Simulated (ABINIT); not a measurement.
La2O3 (P-3m1): refractive index against wavelength

The refractive index of La2O3 (P-3m1) along x below the direct gap (3.98 eV on the mesh) is read from one computed spectrum, n = √(Re ε). x, y and z are the Cartesian axes of the input cell.

It takes space group P-3m1 (No. 164, trigonal). The conventional cell has a = 3.931 Å, b = 3.931 Å, c = 6.112 Å, α = 90.00°, β = 90.00°, γ = 120.00°. La on site d has 4 O at 2.36 to 2.44 Å as nearest neighbours. Around O on site a lie 6 La at 2.72 Å. Around O on site d lie 4 La at 2.36 to 2.44 Å.

Method: ABINIT 10.8.3, PBE, independent particles, k-mesh 9×9×5, Lorentzian half width 0.05 eV.

Launch of the response step: `optic optic.abi`. The run took 5.5 min, its band step included, on 4 threads of Arm Neoverse V2, on a shared host.

```tsv
wavelength (nm)	photon energy E (eV)	n
1310	0.946	2.1984
1064	1.165	2.2062
850	1.459	2.2197
700	1.771	2.2381
633	1.959	2.2515
532	2.331	?
450	2.755	2.3339
```

In the single-oscillator model n² − 1 = E₀E_d/(E₀² − E²), so 1/(n² − 1) = E₀/E_d − E²/(E₀E_d) is linear in E².

Working, on the rows shown:

| x = E² (eV²) | y = 1/(n² − 1) |
| --- | --- |
| 0.895757 | 0.260895 |
| 1.35784 | 0.258577 |
| 2.12762 | 0.254643 |
| 3.13716 | 0.249433 |
| 3.83641 | 0.245745 |
| 7.59115 | 0.224866 |

Means: x̄ = 3.1577, ȳ = 0.24903. Σ(x − x̄)(y − ȳ) = -0.1592, Σ(x − x̄)² = 29.53. Slope = -0.1592 / 29.53 = -0.005389; intercept = ȳ − slope · x̄ = 0.26604. Turned back into n, the line misses the rows shown by at most 0.0014.

Fill in the last column of the withheld row.

At x = 5.4314 the line gives y = 0.23677, that is 2.2855. The run gave 2.2841, so the interpolation is off by 0.0014, 1.0 % of the range in the table.

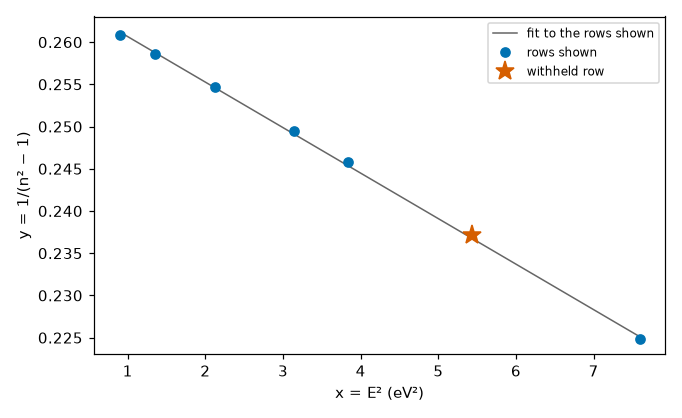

Refitted with all rows, the slope is -0.005369 and the intercept 0.26602. These give E₀ = √(intercept/−slope) = 7.04 eV and E_d = E₀/intercept = 26.5 eV; E₀ is 1.8 times the direct gap. The electronic limit at long wavelengths, without lattice vibrations, is n = √(1 + 1/intercept) = 2.182. Excitons are left out and so are local fields; PBE gaps are as a rule too small. The values come from a sum over the points of one k-mesh and carry its error, which grows as the direct gap shrinks. Spin-orbit coupling is left out.

[Logs are printed without paths, hosts, clocks, repeated set-up lines and the standing remarks that a program may print on its own settings, such as how far it seeks lower states.]
